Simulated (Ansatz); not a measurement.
**What a change does: single-point calculation on CH5BFIn**

System: CH5BFIn, SMILES [BH2][InH][CH2]F.
Method of run A: RKS SPW92 (LDA)/def2-TZVPP (Ansatz 0.2.0).

The geometry comes from this level: PBE0-D4/def2-TZVP. Text and figures count atoms from 1; the logs count them from 0 in places.

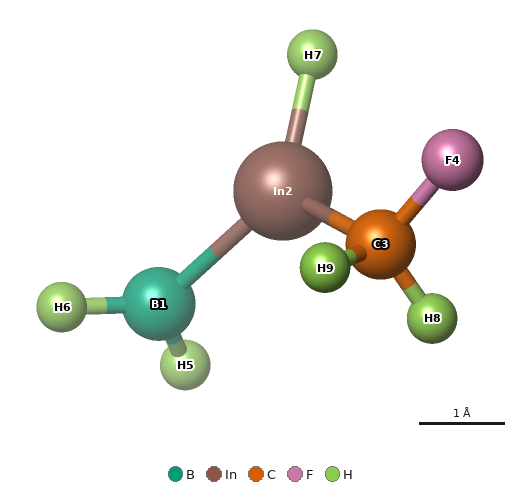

**Figure 1.** The structure as given in the input (ball-and-stick view, seen at a tilt; atoms are numbered from 1 in the order of the input). Sticks mark near contacts.

## The input, run A
```yaml
crystal:
  periodic: [false, false, false]
  atoms:
    - {symbol: B, position_ang: [-0.943250, 1.784636, -0.905933]}
    - {symbol: In, position_ang: [0.614197, 0.253822, -0.430930]}
    - {symbol: C, position_ang: [0.239676, -1.424715, 0.926802]}
    - {symbol: F, position_ang: [1.356155, -2.242521, 1.059340]}
    - {symbol: H, position_ang: [-1.701349, 1.652602, -1.823540]}
    - {symbol: H, position_ang: [-1.071711, 2.780692, -0.253623]}
    - {symbol: H, position_ang: [2.218101, 0.254326, -1.075798]}
    - {symbol: H, position_ang: [-0.588966, -2.041602, 0.562675]}
    - {symbol: H, position_ang: [-0.034253, -1.063640, 1.924009]}
basis:
  gaussian: {orbitals: def2-TZVPP}
hamiltonian: {xc: lda}
output: {orbitals: {seedname: orbitals}}
```

Hardware: 4 CPU threads, shared host.

## Output (run A)
```
Functional definition: SPW92
  exchange = slater_x
  correlation = pw_c
1188 factors; their error is unknown
mean field evaluation 1: about -9631.8322 eV, gradient 5.9e1 eV
mean field evaluation 2: about -9616.7285 eV, gradient 9.0e1 eV
mean field evaluation 4: about -9640.1741 eV, gradient 9.5e0 eV
mean field evaluation 8: about -9640.4432 eV, gradient 3.0e-1 eV
mean field evaluation 16: about -9640.4233 eV, gradient 3.6e-4 eV
mean field -9640.42331348 eV, -354.2790222566 hartree, gradient 4.7e-5 eV, S^2 0.000000; 0 other end points of the search recorded, 0 dependent functions left out
reference -9640.42336855 eV, -354.2790242807 hartree; 23, 23 occupied and 190, 190 virtual orbitals, 1188 factors
Total energy: -9640.42336855 eV, -354.2790242807 hartree
```

For run B the input was changed thus:
```diff
-hamiltonian: {xc: lda}
+correlation: {method: ccsd_t}
```

Predict how the results change.

The total energies belong to different methods, so their difference says nothing on which is more stable or more accurate. The HOMO goes from −6.00 to −9.75 eV. The LUMO goes from −3.60 to 0.80 eV.

## Output (run B)
```
Functional definition: HF
  exchange = exact_x
  correlation = 0
1452 factors; integrals over basis functions are off by at most 9.3e-4 eV
mean field evaluation 1: about -9633.3169 eV, gradient 2.6e1 eV
mean field evaluation 2: about -9633.3956 eV, gradient 2.6e1 eV
mean field evaluation 4: about -9635.3779 eV, gradient 3.5e0 eV
mean field evaluation 8: about -9635.4208 eV, gradient 2.4e-1 eV
mean field evaluation 16: about -9633.3170 eV, gradient 2.6e1 eV
mean field -9635.42105542 eV, -354.0951926638 hartree, gradient 1.1e-6 eV, S^2 0.000000; 0 other end points of the search recorded, 0 dependent functions left out
7 core orbitals not correlated: weight in the atoms' cores, before any rotation towards them, 1.000 or more for the frozen orbitals, at most 0.000 for the correlated occupied ones
reference -9635.42105542 eV, -354.0951926638 hartree; 16, 16 occupied and 190, 190 virtual orbitals, 1452 factors
second order -22.13783406 eV of doubles, -0.00000000 eV of singles
cycle   1  -22.27532959 eV  change   -1.4e-1 eV  update   1.1e-1
cycle   2  -22.83531195 eV  change   -5.6e-1 eV  update   3.2e-2
cycle   3  -22.94861725 eV  change   -1.1e-1 eV  update   1.9e-2
cycle   4  -22.94088408 eV  change    7.7e-3 eV  update   5.9e-3
cycle   5  -22.93643413 eV  change    4.4e-3 eV  update   3.8e-3
cycle   6  -22.93746493 eV  change   -1.0e-3 eV  update   1.5e-3
cycle   7  -22.93771559 eV  change   -2.5e-4 eV  update   8.2e-4
cycle   8  -22.93752520 eV  change    1.9e-4 eV  update   3.3e-4
cycle   9  -22.93754405 eV  change   -1.9e-5 eV  update   1.3e-4
cycle  10  -22.93767733 eV  change   -1.3e-4 eV  update   6.3e-5
cycle  11  -22.93760619 eV  change    7.1e-5 eV  update   3.1e-5
cycle  12  -22.93760468 eV  change    1.5e-6 eV  update   1.8e-5
perturbative correction -0.72511118 eV, -0.0266473445 hartree
Total energy: -9659.08377129 eV, -354.9647814327 hartree
```

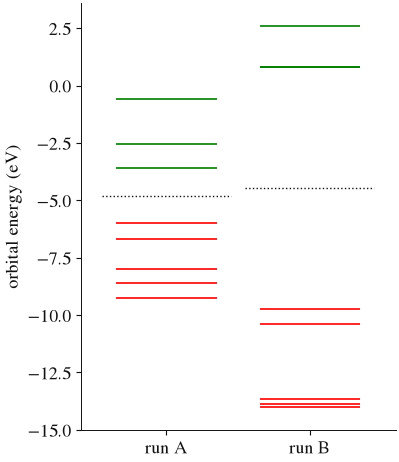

**Figure 2.** The five highest filled and three lowest empty orbital energies of the two runs; the dotted lines part filled from empty levels. The HOMO–LUMO gap is 2.40 eV in run A and 10.55 eV in run B.

## The two runs side by side

```tsv
quantity	run A	run B
outcome	converged	converged
total energy (hartree)	−354.279024	−354.964781
HOMO (eV)	−6.00	−9.75
LUMO (eV)	−3.60	0.80
basis functions	213	213
wall time (shared host)	1 s	66 s
```
